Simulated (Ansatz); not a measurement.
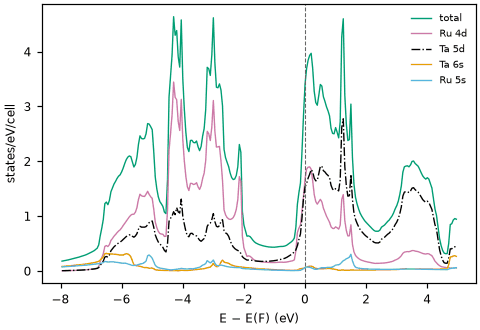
Figure: Total and projected density of states of TaRu (CsCl type, Pm-3m), the program Ansatz at the r²SCAN level (PAW)

Q: Which orbitals carry the states next to the Fermi level?

A: Within 0.5 eV of the Fermi level: Ta 5d 48 %, Ru 4d 46 %. Projections are on Löwdin-orthogonalised atomic valence shells; empty p or d shells of many metals are not among them.

Q: Where is the tallest occupied peak in this window, and what makes it?

A: Near -4.3 eV, about 4.6 states/eV per cell; the largest projected share is Ru 4d.

The workflow started from an entry of the Crystallography Open Database (COD), which files this formula under 2 space groups. Whether it is the stable phase at ambient conditions was not checked. Symmetry was held in the r²SCAN relaxation; its stability against distortions is not shown here. No spin polarisation was allowed. Spin–orbit coupling is left out wherever it is not named.

Potentials: the later of the program's two PAW sets.
